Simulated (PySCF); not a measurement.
```yaml
atoms:
  - { symbol: C, position_ang: [3.0957, 0.7253, -2.0517] }
  - { symbol: C, position_ang: [2.5925, -0.2685, -1.5779] }
  - { symbol: C, position_ang: [1.9547, -1.4339, -0.9986] }
  - { symbol: P, position_ang: [0.4668, -1.0082, -0.0206] }
  - { symbol: O, position_ang: [0.7055, -0.2848, 1.2554] }
  - { symbol: O, position_ang: [-0.1624, -2.5033, 0.1620] }
  - { symbol: C, position_ang: [-0.6785, -0.1634, -1.1538] }
  - { symbol: C, position_ang: [-1.9165, 0.2317, -0.4153] }
  - { symbol: C, position_ang: [-3.1168, -0.3203, -0.5988] }
  - { symbol: H, position_ang: [3.5552, 1.6031, -2.4670] }
  - { symbol: H, position_ang: [2.6276, -1.9490, -0.2925] }
  - { symbol: H, position_ang: [1.6622, -2.1660, -1.7693] }
  - { symbol: H, position_ang: [-0.5841, -2.5682, 1.0291] }
  - { symbol: H, position_ang: [-0.8972, -0.8339, -1.9995] }
  - { symbol: H, position_ang: [-0.1360, 0.7174, -1.5368] }
  - { symbol: H, position_ang: [-1.7822, 0.9996, 0.3545] }
  - { symbol: H, position_ang: [-3.9817, -0.0039, -0.0104] }
  - { symbol: H, position_ang: [-3.2803, -1.1013, -1.3485] }
```

Geometry: PBE0-D3(BJ)/def2-SVP.

Computed with PBE0/pcSseg-1, SCF density, gas phase, non-relativistic (PySCF 2.14.0).

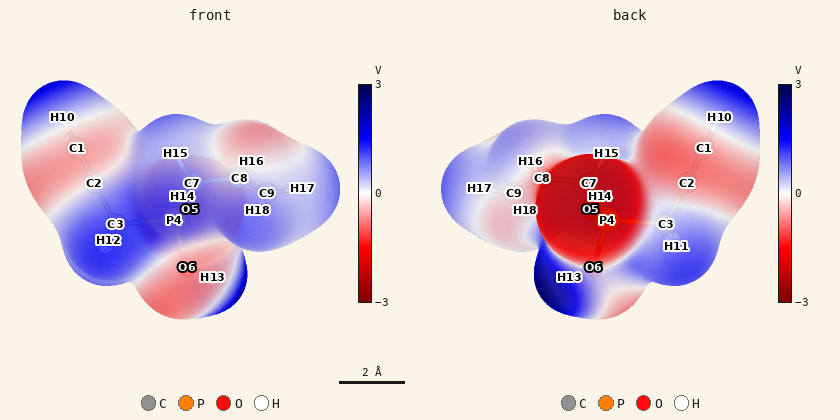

C₆H₉O₂P. The molecular electrostatic potential painted on the density surface at 0.002 e/bohr³, seen from the front and from behind; the colour scale runs from red (negative) to blue (positive).

Where is the surface potential most negative and most positive?

The most negative region (about −2.2 V) lies over O5, the most positive (about +2.5 V) over H13. O5 is the likeliest acceptor of a hydrogen bond.

How polar is the molecule by this calculation?

Its dipole moment is 2.61 D.
